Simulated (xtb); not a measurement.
# Geometry relaxation of C₃H₅Se (charge −1) (part 1 of 3)

C₃H₅Se, charge −1, computed with GFN1-xTB (xtb 6.7.1).

The geometry comes from this level: GFN2-xTB.

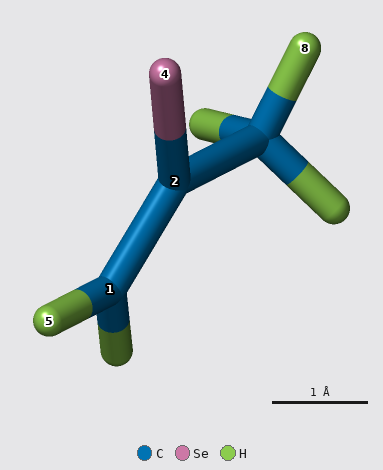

Figure 1. The starting structure (stick view, seen at a tilt; atoms are numbered from 1 in the order of the input).

**The input (geom.xyz)**
```
9
C3H5Se
C     -0.42271     1.26993    -0.34105
C     -0.10069    -0.00851    -0.48824
C      0.37216    -0.84608     0.66569
Se    -0.20609    -0.87576    -2.17115
H     -0.76119     1.86943    -1.16785
H     -0.35451     1.75759     0.62334
H     -0.39735    -0.89702     1.43914
H      0.59776    -1.85601     0.33299
H      1.27262    -0.41358     1.10712
```

Launched with:
```bash
xtb geom.xyz -c -1 --ohess vtight --gfn 1 | tee run.log
```

**The program's output**
```
* xtb version 6.7.1
   ID    Z sym.   atoms
    1    6 C      1-3
    2   34 Se     4
    3    1 H      5-9

           -------------------------------------------------
          |                Calculation Setup                |
           -------------------------------------------------

          program call               : xtb geom.xyz -c -1 --ohess vtight --gfn 1
          coordinate file            : geom.xyz
          omp threads                :                     1

           -------------------------------------------------
          |                 G F N 1 - x T B                 |
           -------------------------------------------------

      * Hamiltonian:
        H0-scaling (s, p, d)           1.850000    2.250000    2.000000
        zeta-weighting                 0.000000
      * Dispersion:
        s8                             2.400000
        a1                             0.630000
        a2                             5.000000
        s9                             0.000000
      * Repulsion:
        kExp                           1.500000
        rExp                           1.000000
      * Coulomb:
        alpha                          2.000000
        third order                    atomic
        anisotropic                    false
      * Halogen bond correction:
        rad-scale                      1.300000
        damping                        0.440000

          ...................................................
          :                      SETUP                      :
          :.................................................:
          :  # basis functions                  32          :
          :  # atomic orbitals                  31          :
          :  # shells                           19          :
          :  # electrons                        24          :
          :  # halogen bonds                     0          :
          :  max. iterations                   250          :
          :  Hamiltonian                  GFN1-xTB          :
          :  restarted?                      false          :
          :  GBSA solvation                  false          :
          :  PC potential                    false          :
          :  electronic temp.          300.0000000     K    :
          :  accuracy                    1.0000000          :
          :  -> integral cutoff          0.2500000E+02      :
          :  -> integral neglect         0.1000000E-07      :
          :  -> SCF convergence          0.1000000E-05 Eh   :
          :  -> wf. convergence          0.2000000E-04 e    :
          :  Broyden damping             0.4000000          :
          :  net charge                         -1          :
          :  unpaired electrons                  0          :
          ...................................................

 iter      E             dE          RMSdq      gap      omega  full diag
   1    -12.6639291 -0.126639E+02  0.843E+00    3.15       0.0  T
   2    -12.6839663 -0.200371E-01  0.510E+00    2.65       1.0  T
   3    -12.6829104  0.105583E-02  0.101E+00    3.10       1.0  T
   4    -12.6854991 -0.258872E-02  0.217E-01    2.80       1.0  T
   5    -12.6855610 -0.618448E-04  0.585E-02    2.83       1.0  T
   6    -12.6855703 -0.933623E-05  0.101E-02    2.81       3.3  T
   7    -12.6855705 -0.162211E-06  0.145E-03    2.81      23.1  T
   8    -12.6855705 -0.103515E-07  0.640E-04    2.81      52.1  T
   9    -12.6855705 -0.163348E-08  0.636E-05    2.81     524.2  T
  10    -12.6855705 -0.906830E-11  0.170E-05    2.81    1959.8  T

   *** convergence criteria satisfied after 10 iterations ***

         #    Occupation            Energy/Eh            Energy/eV
      -------------------------------------------------------------
         1        2.0000           -0.5239192             -14.2566
       ...           ...                  ...                  ...
         6        2.0000           -0.3312408              -9.0135
         7        2.0000           -0.3102247              -8.4416
         8        2.0000           -0.2682285              -7.2989
         9        2.0000           -0.2030919              -5.5264
        10        2.0000           -0.1939155              -5.2767
        11        2.0000           -0.0936307              -2.5478
        12        2.0000           -0.0887162              -2.4141 (HOMO)
        13                          0.0145716               0.3965 (LUMO)
        14                          0.0575593               1.5663
        15                          0.1045658               2.8454
        16                          0.1081868               2.9439
        17                          0.1172673               3.1910
       ...                                ...                  ...
        31                          0.8330477              22.6684
      -------------------------------------------------------------
                  HL-Gap            0.1032878 Eh            2.8106 eV
             Fermi-level           -0.0370723 Eh           -1.0088 eV

 SCC (total)                   0 d,  0 h,  0 min,  0.009 sec
 SCC setup                      ...        0 min,  0.000 sec (  0.967%)
 Dispersion                     ...        0 min,  0.000 sec (  0.392%)
 classical contributions        ...        0 min,  0.000 sec (  0.196%)
 integral evaluation            ...        0 min,  0.002 sec ( 23.010%)
 iterations                     ...        0 min,  0.003 sec ( 29.582%)
 molecular gradient             ...        0 min,  0.004 sec ( 43.804%)
 printout                       ...        0 min,  0.000 sec (  1.913%)

         :::::::::::::::::::::::::::::::::::::::::::::::::::::
         ::                     SUMMARY                     ::
         :::::::::::::::::::::::::::::::::::::::::::::::::::::
         :: total energy             -12.532779443862 Eh    ::
         :: gradient norm              0.062973256517 Eh/a0 ::
         :: HOMO-LUMO gap              2.810603372481 eV    ::
         ::.................................................::
         :: SCC energy               -12.685570498388 Eh    ::
         :: -> electrostatic           0.126514711242 Eh    ::
         :: repulsion energy           0.155788504179 Eh    ::
         :: dispersion energy         -0.002997449653 Eh    ::
         :: halogen bond corr.         0.000000000000 Eh    ::
         :: add. restraining           0.000000000000 Eh    ::
         :: total charge              -1.000000000000 e     ::
         :::::::::::::::::::::::::::::::::::::::::::::::::::::

      -----------------------------------------------------------
     |                   =====================                   |
     |                        A N C O P T                        |
     |                   =====================                   |
     |               Approximate Normal Coordinate               |
     |                Rational Function Optimizer                |
      -----------------------------------------------------------
      -----------------------------------------------------------
     |                   =====================                   |
     |                        A N C O P T                        |
     |                   =====================                   |
     |               Approximate Normal Coordinate               |
     |                Rational Function Optimizer                |
      -----------------------------------------------------------

          ...................................................
          :                      SETUP                      :
          :.................................................:
          :   optimization level         verytight          :
          :   max. optcycles                   200          :
          :   ANC micro-cycles                  20          :
          :   degrees of freedom                21          :
          :.................................................:
          :   RF solver                   davidson          :
          :   write xtbopt.log                true          :
          :   linear?                        false          :
          :   energy convergence         0.1000000E-06 Eh   :
          :   grad. convergence          0.2000000E-03 Eh/α :
          :   maxmium RF displ.          1.0000000          :
          :   Hlow (freq-cutoff)         0.1000000E-01      :
          :   Hmax (freq-cutoff)         5.0000000          :
          :   S6 in model hess.         20.0000000          :
          ...................................................

generating ANC from exact Hessian ...
Using Lindh-Hessian (1995)
 Shifting diagonal of input Hessian by    2.3426825024907465E-003
 Lowest  eigenvalues of input Hessian
    0.000000    0.000000    0.000000    0.000000    0.000000    0.000000
    0.010000    0.012873    0.018305    0.022854    0.030061    0.058279
    0.073407    0.089495    0.114809    0.130229    0.141427    0.181286
 Highest eigenvalues
    0.697117    1.096636    1.130390    1.140115    1.389382    1.839741

........................................................................
.............................. CYCLE    1 ..............................
........................................................................

 iter      E             dE          RMSdq      gap      omega  full diag
   1    -12.6855705 -0.126856E+02  0.561E-06    2.81       0.0  T
   2    -12.6855705 -0.111910E-12  0.190E-06    2.81   17516.2  T
   3    -12.6855705 -0.213163E-13  0.677E-07    2.81   49228.9  T
     SCC iter.                  ...        0 min,  0.001 sec
     gradient                   ...        0 min,  0.005 sec
 * total energy  :   -12.5327794 Eh     change       -0.5719869E-12 Eh
   gradient norm :     0.0629732 Eh/α   predicted     0.0000000E+00 (-100.00%)
   displ. norm   :     0.1449919 α      lambda       -0.4401394E-02
   maximum displ.:     0.1066710 α      in ANC's #5, #16, #4, ...

........................................................................
.............................. CYCLE    2 ..............................
........................................................................

 iter      E             dE          RMSdq      gap      omega  full diag
   1    -12.6782821 -0.126783E+02  0.254E-01    2.69       0.0  T
   2    -12.6787486 -0.466488E-03  0.976E-02    2.85       1.0  T
   3    -12.6788041 -0.555136E-04  0.175E-02    2.81       1.9  T
   4    -12.6788043 -0.162832E-06  0.107E-02    2.81       3.1  T
   5    -12.6788043 -0.646919E-07  0.151E-03    2.81      22.0  T
   6    -12.6788043 -0.655220E-08  0.554E-04    2.81      60.1  T
   7    -12.6788043 -0.475566E-09  0.590E-05    2.81     565.2  T
   8    -12.6788043 -0.196749E-10  0.107E-05    2.81    3103.8  T
     SCC iter.                  ...        0 min,  0.002 sec
     gradient                   ...        0 min,  0.004 sec
 * total energy  :   -12.5356715 Eh     change       -0.2892098E-02 Eh
   gradient norm :     0.0247287 Eh/α   predicted    -0.2246961E-02 ( -22.31%)
   displ. norm   :     0.0921540 α      lambda       -0.1151808E-02
   maximum displ.:     0.0740679 α      in ANC's #4, #16, #5, ...

........................................................................
.............................. CYCLE    3 ..............................
........................................................................

 iter      E             dE          RMSdq      gap      omega  full diag
   1    -12.6758142 -0.126758E+02  0.152E-01    2.78       0.0  T
   2    -12.6759927 -0.178495E-03  0.630E-02    2.87       1.0  T
   3    -12.6760121 -0.194364E-04  0.141E-02    2.85       2.4  T
   4    -12.6760122 -0.329751E-07  0.884E-03    2.85       3.8  T
   5    -12.6760122 -0.641547E-07  0.107E-03    2.85      31.2  T
   6    -12.6760122 -0.240438E-08  0.271E-04    2.85     122.9  T
   7    -12.6760122 -0.129095E-09  0.253E-05    2.85    1320.1  T
   8    -12.6760122 -0.313349E-11  0.318E-06    2.85   10478.2  T
     SCC iter.                  ...        0 min,  0.002 sec
     gradient                   ...        0 min,  0.004 sec
 * total energy  :   -12.5362237 Eh     change       -0.5521380E-03 Eh
   gradient norm :     0.0051931 Eh/α   predicted    -0.5807950E-03 (   5.19%)
   displ. norm   :     0.0343545 α      lambda       -0.5562993E-04
   maximum displ.:     0.0253578 α      in ANC's #5, #3, #2, ...

........................................................................
.............................. CYCLE    4 ..............................
........................................................................

 iter      E             dE          RMSdq      gap      omega  full diag
   1    -12.6766081 -0.126766E+02  0.746E-03    2.86       0.0  T
   2    -12.6766087 -0.612132E-06  0.537E-03    2.85       6.2  T
   3    -12.6766088 -0.636987E-07  0.273E-03    2.85      12.2  T
   4    -12.6766088 -0.360670E-08  0.543E-04    2.85      61.3  T
   5    -12.6766088 -0.626983E-09  0.220E-04    2.85     151.3  T
   6    -12.6766088 -0.236593E-10  0.310E-05    2.85    1075.8  T
   7    -12.6766088 -0.112976E-11  0.423E-06    2.85    7872.5  T
     SCC iter.                  ...        0 min,  0.002 sec
     gradient                   ...        0 min,  0.004 sec
 * total energy  :   -12.5362527 Eh     change       -0.2899445E-04 Eh
   gradient norm :     0.0022742 Eh/α   predicted    -0.2784788E-04 (  -3.95%)
   displ. norm   :     0.0222122 α      lambda       -0.1639863E-04
   maximum displ.:     0.0135756 α      in ANC's #3, #4, #5, ...

........................................................................
.............................. CYCLE    5 ..............................
........................................................................
```
